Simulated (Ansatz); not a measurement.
Input

```
crystal:
  periodic: [false, false, false]
  atoms:
    - { symbol: "N", position_ang: [-1.26214, 1.53163, -1.4088] }
    - { symbol: Ga, position_ang: [0.37122, 0.80497, -1.04237] }
    - { symbol: O, position_ang: [0.48086, -0.30024, 0.29544] }
    - { symbol: Si, position_ang: [0.55866, -1.33569, 1.55286] }
    - { symbol: H, position_ang: [-1.50156, 1.92353, -2.31046] }
    - { symbol: H, position_ang: [-2.08189, 1.08307, -1.01343] }
    - { symbol: H, position_ang: [1.69819, 1.12127, -1.72052] }
    - { symbol: H, position_ang: [-0.68674, -2.10905, 1.55752] }
    - { symbol: H, position_ang: [1.72375, -2.19447, 1.32554] }
    - { symbol: H, position_ang: [0.69964, -0.52501, 2.76422] }
basis:
  gaussian: { orbitals: def2-SVP }
hamiltonian:
  xc: r2scan
  dispersion: d4
relax:
  f_tol: 0.02
  max_steps: 50
output:
  orbitals: {}
```

Launched as:

```sh
ansatz run input.yaml --threads 2 --pin off --max-ram 3072MiB --backend cpu --events-out ev --progress --plain --runs-dir out
```

The fields are those of the relaxed geometry.

Level of theory: RKS r2SCAN-D4/def2-SVP (Ansatz).

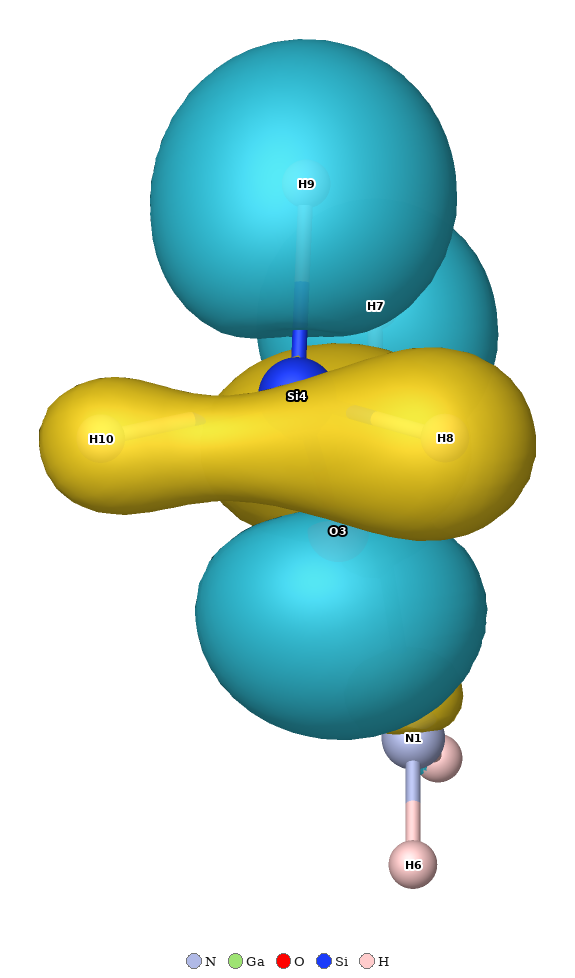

GaH$_{6}$NOSi. The HOMO−1 at ±0.1 Å⁻³ᐟ² (yellow and cyan are the two phases), seen at an oblique angle.

> What is the character of this orbital?

Its weight (Hirshfeld) is mainly on O3 (about 45 %), H9 (about 15 %), Si4 (about 15 %), Ga2 (about 5 %) and H7 (about 5 %). Its energy is −7.12 eV.
